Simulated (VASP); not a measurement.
Band structure of TiSe2 (1T layered). Level of theory: optB88-vdW, VASP's PBE PAW potentials (set 64) (plane waves; VASP).

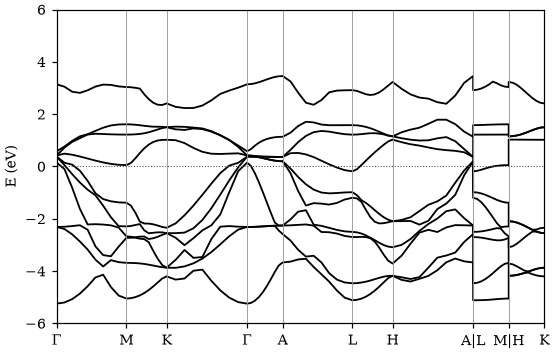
Bands along high-symmetry lines, zero at the valence-band maximum or, without a gap, the Fermi level

Read the plot: is there a gap, and where are the band edges?

It has no gap at this level: it comes out as a metal or semimetal. (Edges off the drawn lines would not show.)

The compound is TiSe2 in the 1T layered structure. It was relaxed first.
